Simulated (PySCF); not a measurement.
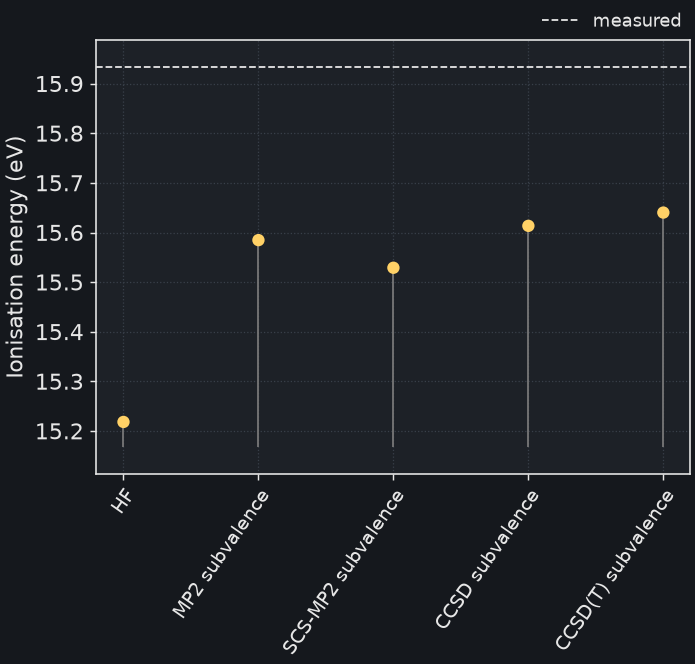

The ionisation energy of an atom or ion with 31 electrons in the configuration [Ar] 3d¹⁰ 4s² 4p by several methods. PySCF, def2-TZVPPD, non-relativistic, unrestricted single determinants, no spin-orbit coupling. Methods marked “subvalence” freeze 10 core electrons.

Question: Name the element and charge.

Answer: Ge⁺ (germanium, Z = 32). The values run from 15.218 eV (HF) to 15.640 eV (CCSD(T) subvalence). The measured value is 15.935 eV; nearest to it come CCSD(T) subvalence (−0.294) and CCSD subvalence (−0.321), furthest HF (−0.716 eV). These values lack spin-orbit coupling; with the first-order correction of +0.12 eV added, CCSD(T) subvalence comes nearest (−0.173).

Known limits: relativistic shift absent.
